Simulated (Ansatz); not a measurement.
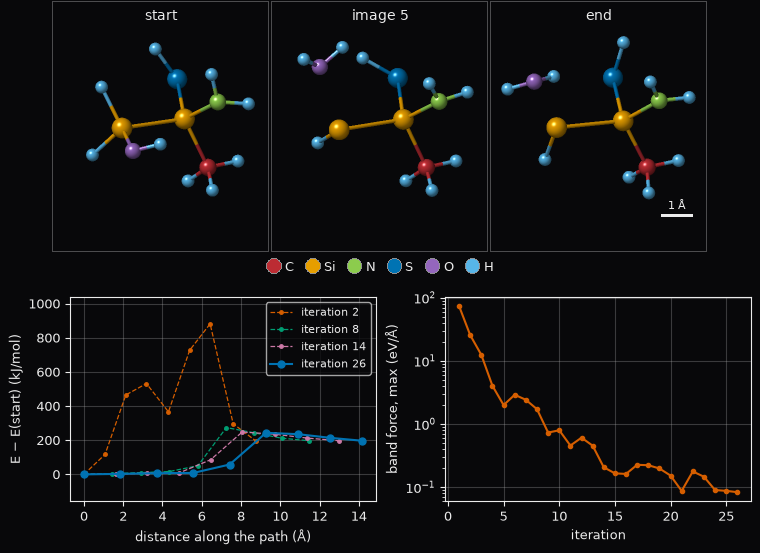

NEB run on CH₉NOSSi₂. Images are numbered from 0 (start) to 8 (end). The plot follows the band through its iterations. Style: ball-and-stick. Shown from a free direction.

All numbers below come from RKS B3LYP/6-31G* (Ansatz 0.2.0). Run with 7 movable images; climbing image; force threshold 0.03 eV/Å; iteration limit 26; starting path through a guess of the saddle point.

Q: How did the profile develop, and is the result final?

A: The result isn't final. The band hadn't converged when the run stopped after 26 iterations. The largest component of the band force went from 74 to 0.084 eV/Å. The barrier read from it is provisional, though the highest image hardly moved in the last two iterations. The first iteration put the highest image at 2248.3 kJ/mol. The energy climbs by 243.4 kJ/mol to image 5 and then falls by 46.5 kJ/mol, so the end point sits at +197.0 kJ/mol.

Cost: 17 min on 2 threads of AMD EPYC 7R43 64-Core Processor (Zen 3) (shared host), peak memory 0.36 GiB.
